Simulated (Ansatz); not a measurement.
Zr3N4 (space group I-43d)

```xyz
14
Lattice="-3.3513 3.3513 3.3513 3.3513 -3.3513 3.3513 3.3513 3.3513 -3.3513" Properties=species:S:1:pos:R:3 pbc="T T T"
Zr     0.0000     5.0270     0.8378
Zr     0.0000     1.6757     2.5135
Zr     0.8378     0.0000     5.0270
Zr     2.5135     0.0000     1.6757
Zr     5.0270     0.8378     0.0000
Zr     1.6757     2.5135     0.0000
N      2.1507     2.1507     2.1507
N      0.4751    -0.4751     2.8763
N      1.2006     4.5519    -1.2006
N      2.8763     0.4751    -0.4751
N     -1.2006     1.2006     4.5519
N      0.4751     0.4751     0.4751
N      4.5519    -1.2006     1.2006
N     -0.4751     2.8763     0.4751
```

This relaxed cell (volume V₀) is scaled evenly in all directions, its shape held. The atoms relax within the cell's symmetry.

The numbers are results of PBEsol (plane waves to 420 eV, PAW, scalar-relativistic; Ansatz, a program for electronic structure), not measurements. k mesh 6×6×6 (Γ-centred), Fermi-Dirac smearing 0.05 eV. E stands for the smeared free energy. Zr3N4 is run without spin polarisation. Zr3N4 was relaxed with its symmetry unable to fall. The zero of ΔE is the relaxed starting cell.

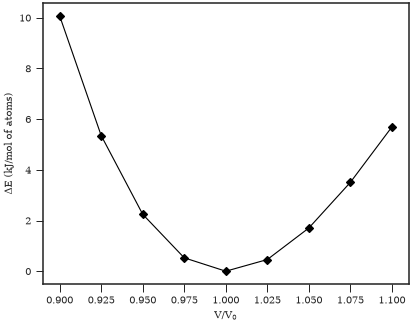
Figure: ΔE (kJ/mol of atoms) against V/V₀; markers are the computed points, lines only join them.

The energy cost of the largest expansion is 59.0 meV/atom and the pressure derivative B₀′ (fit) is 7.4. The energy cost of the largest compression is 104.4 meV/atom and the pressure at the smallest volume is 34.6 GPa. The bulk modulus B₀ (third-order Birch-Murnaghan fit) comes out as 231 GPa.

Check by three points about V = 10.754 Å³/atom, step 0.269: d²E/dV² ≈ (5.5 − 2·0.0 + 4.8) meV / 0.269² = 0.142 eV/Å⁶, and V·d²E/dV² × 160.2 = 246 GPa.

(Under strain, the slope of the energy per volume gives the stress and its curvature an elastic modulus.)
